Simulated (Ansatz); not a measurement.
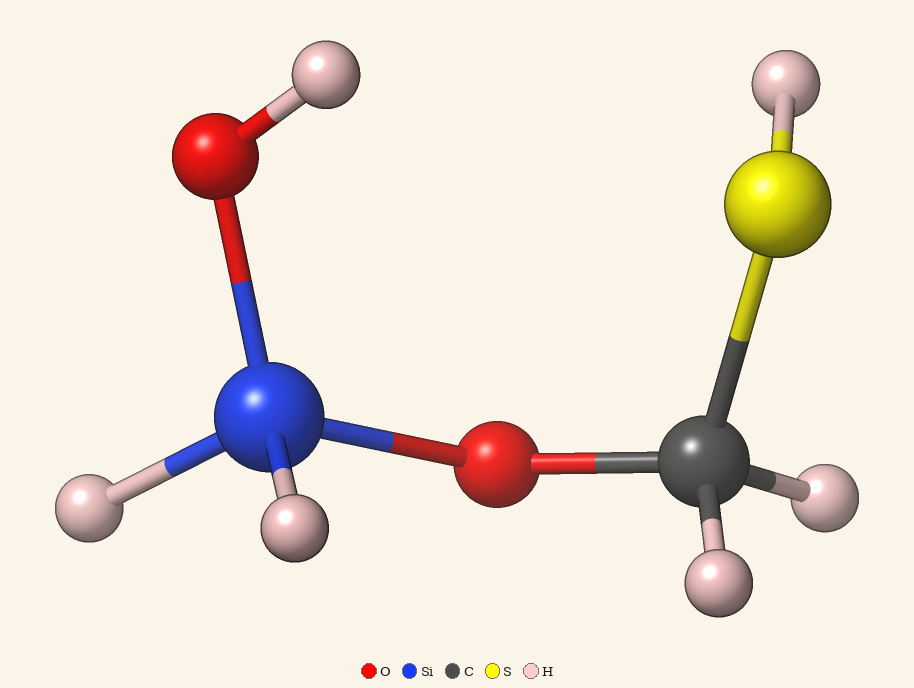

Computed geometry: PBE0-D4/def2-TZVP optimisation. No frequency run is at hand to confirm it as a minimum.

Describe the molecule.

Formula CH₆O₂SSi. SMILES: `O[SiH2]OCS`. It has no ring. Among its groups: thiol, Si–H bond, Si–O bond. This geometry has C1 symmetry. Coordination: 2 O bent; 1 Si tetrahedral; 1 C tetrahedral; 1 S bent.

More results for the same structure follow; atom numbers are the same in all pictures, views and colours differ.

**Shape**

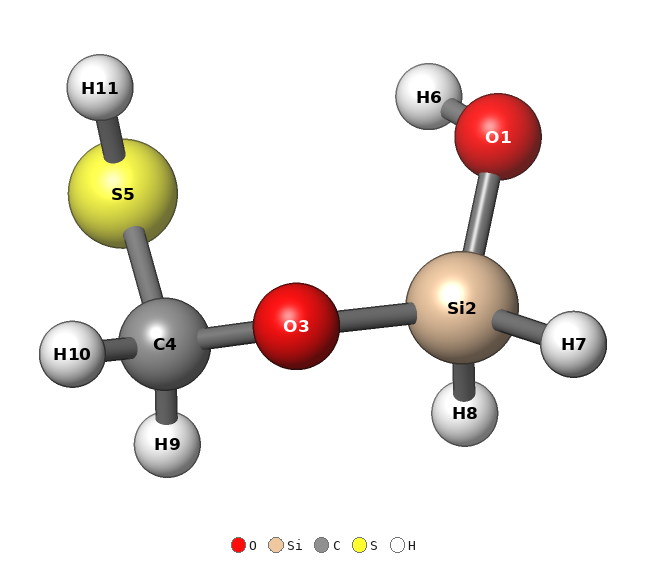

Atoms carry their numbers in the input. No frequency run is at hand to confirm it as a minimum.

List the bonds and their lengths.

```csv
bond,length (Å),order
O1–Si2,1.635,single
O1–H6,0.961,single
Si2–O3,1.655,single
Si2–H7,1.474,single
Si2–H8,1.489,single
O3–C4,1.389,single
C4–S5,1.822,single
C4–H9,1.096,single
C4–H10,1.090,single
S5–H11,1.343,single
```

**Electronic properties**

No frequency run is at hand to confirm it as a minimum. Level of theory: RKS PBE0-D4/def2-TZVPP (Ansatz 0.2.0).

What does the calculation give?

- HOMO energy (Kohn–Sham orbital): −7.59 eV
- LUMO energy (Kohn–Sham orbital): 0.06 eV
- HOMO–LUMO gap: 7.65 eV
- dispersion correction: −21.2 kJ/mol

**Dipole moment**

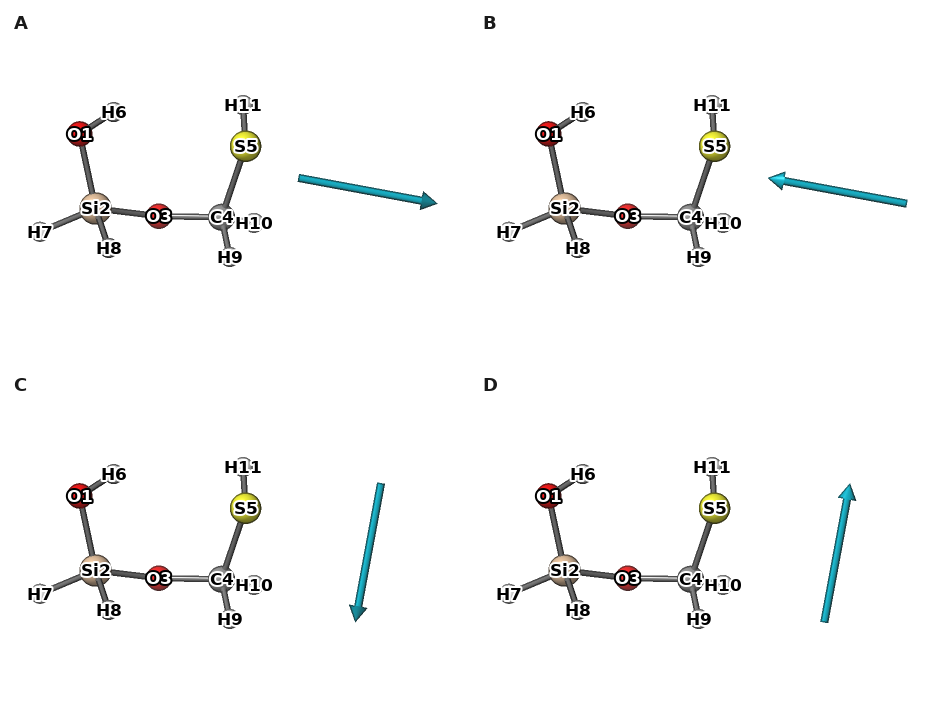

The same molecule four times, each with an arrow. No frequency run is at hand to confirm it as a minimum. Properties computed with RKS r2SCAN-D4/def2-TZVPP (Ansatz 0.2.0).

Which arrow points along the dipole moment, from the negative to the positive end?

Answer. A. The dipole moment is 1.57 D; it points from the side of H7 to the side of H10 (the outermost atoms at the two ends).

**Charges**

The questions are on Mulliken charges. No frequency run is at hand to confirm it as a minimum. Level of theory: RKS ωB97M-V/def2-TZVPP (Ansatz 0.2.0).

Give the Mulliken charges atom by atom.

```csv
atom,value (e)
O1,−0.38
Si2,0.51
O3,−0.35
C4,−0.09
S5,−0.18
H6,0.18
H7,−0.03
H8,−0.07
H9,0.14
H10,0.15
H11,0.12
```

Mulliken values depend strongly on the basis set and can even reverse the polarity of a bond.
